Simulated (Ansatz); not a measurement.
# BClOSi (SMILES O=B[Si]Cl): what the fields show

The calculation's input:

```
crystal:
  periodic: [false, false, false]
  atoms:
    - symbol: B
      position_ang: [-0.626315, -0.712657, 0.676472]
    - symbol: Cl
      position_ang: [1.269038, 1.306725, -0.620673]
    - symbol: O
      position_ang: [-1.165915, -1.767950, 0.460503]
    - symbol: Si
      position_ang: [0.231172, 1.096012, 1.179998]
basis:
  gaussian:
    orbitals: def2-TZVPD
hamiltonian:
  xc: pbe0
output: {forces: true, orbitals: {seedname: orbitals}}
```

Launched as:

```sh
ansatz run input.yaml --threads 2 --pin off --max-ram 4350MiB --events-out events.jsonl --progress --plain --runs-dir runs
```

Geometry: B3LYP-D4/def2-TZVP.

Method: isolated molecule in a Gaussian basis; Kohn-Sham density functional theory, functional PBE0 (Ansatz).

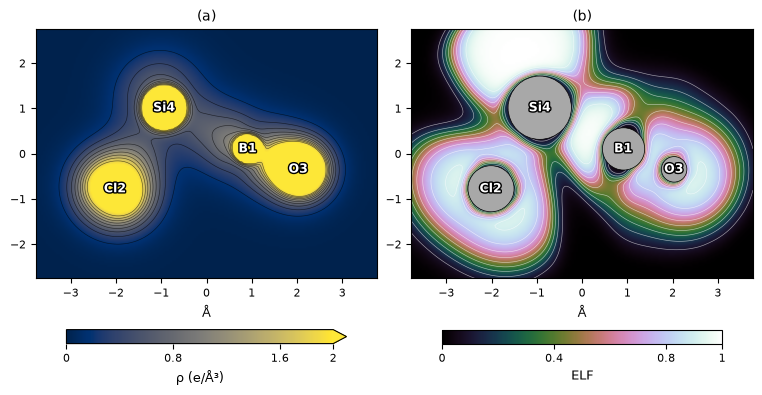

Figure 1. (a) electron density; (b) electron localisation function on the molecular plane. Grey discs cover the atomic cores in the ELF map.

> Describe what can be read from this map.

Atoms in the plane: B, Cl, O and Si.
B–O (1.20 Å): the density is about 3.1 e/Å³ at the midpoint; the ELF peaks at about 0.85 between the atoms (a short, strongly polar bond).
Si–B (2.06 Å): the density is about 0.73 e/Å³ at the midpoint; the ELF peaks at about 1 between the atoms; a shared electron pair.
Si–Cl (2.09 Å): ρ at the midpoint is about 0.84 e/Å³; the ELF peaks at about 0.85 between the atoms (a polar covalent bond).
The ELF also peaks beside Cl2, O3 and Si4, away from the bonds: lone-pair regions.

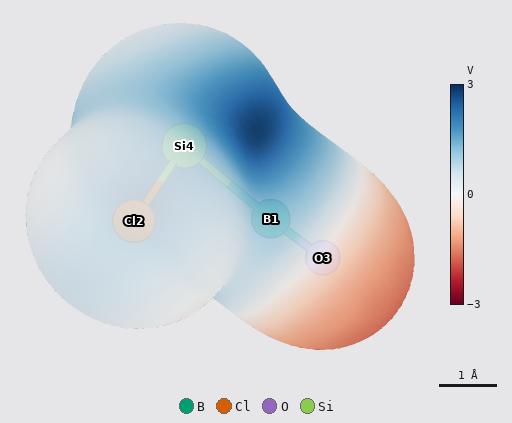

Figure 2. The electrostatic potential painted on the density surface at 0.002 e/bohr³, seen at a tilt; the colour scale runs from red (negative) to blue (positive).

> Which sites attract a positive test charge, and which a negative one?

A positive charge is drawn to the negative regions and a negative charge to the positive ones. The most negative region (about −1.7 V) lies over O3, the most positive (about +2.9 V) over Si4. O3 is the likeliest acceptor of a hydrogen bond.

> What dipole moment does the calculation give?

Its dipole moment is 2.92 D.

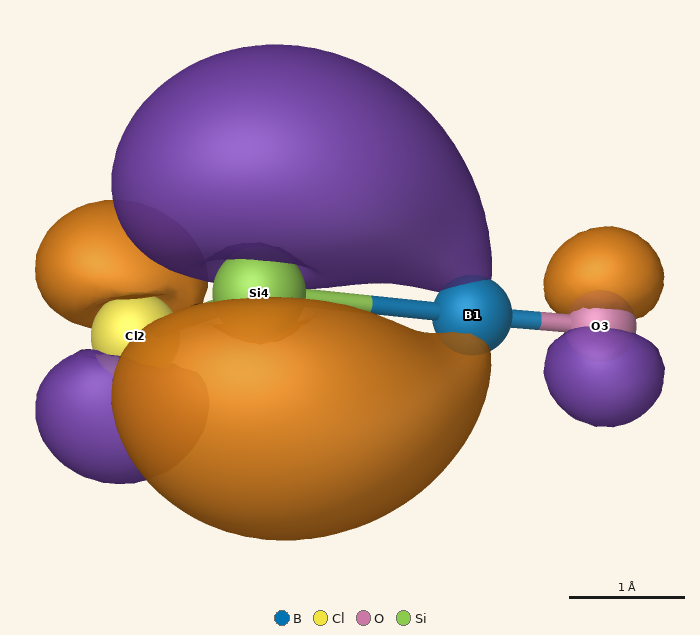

Figure 3. One frontier orbital at ±0.1 Å⁻³ᐟ² (orange and purple are the two phases), seen from one side.

> Which orbital is it: HOMO or LUMO?

The LUMO, at −3.99 eV. Its weight (Hirshfeld) is mainly on Si4 (about 70 %), B1 (about 15 %) and Cl2 (about 10 %); it changes sign across the molecular plane (π type).
